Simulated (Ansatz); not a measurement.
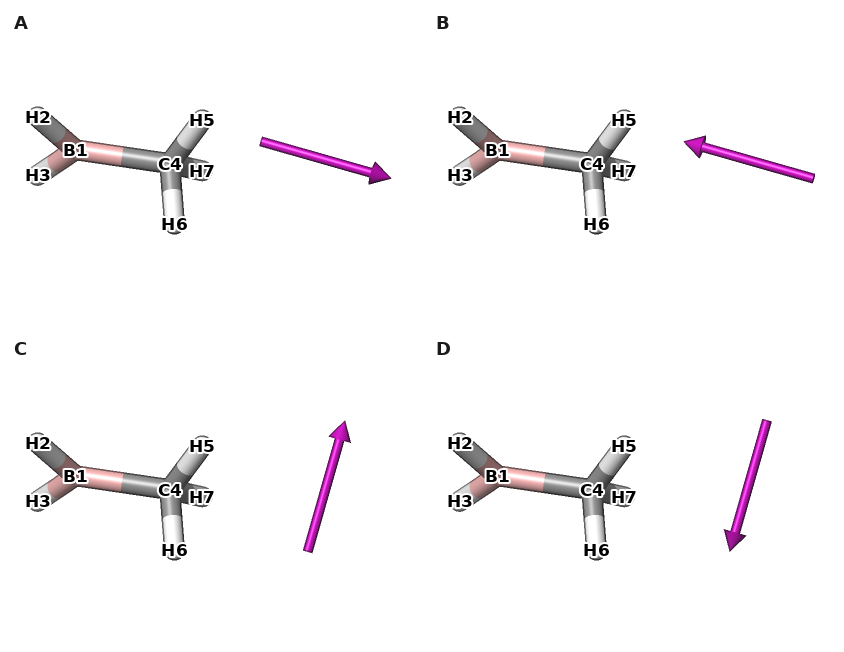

The same molecule four times, each with an arrow. The computed structure is the end point of a PBE0-D4/def2-TZVP optimisation. Properties computed with RKS PBE0-D4/def2-TZVP (Ansatz 0.2.0).

Which arrow points along the dipole moment, from the negative to the positive end?

Answer. A. The dipole moment is 0.72 D; it points from the side of H2, H3 to the side of H5, H6, H7 (the outermost atoms at the two ends).
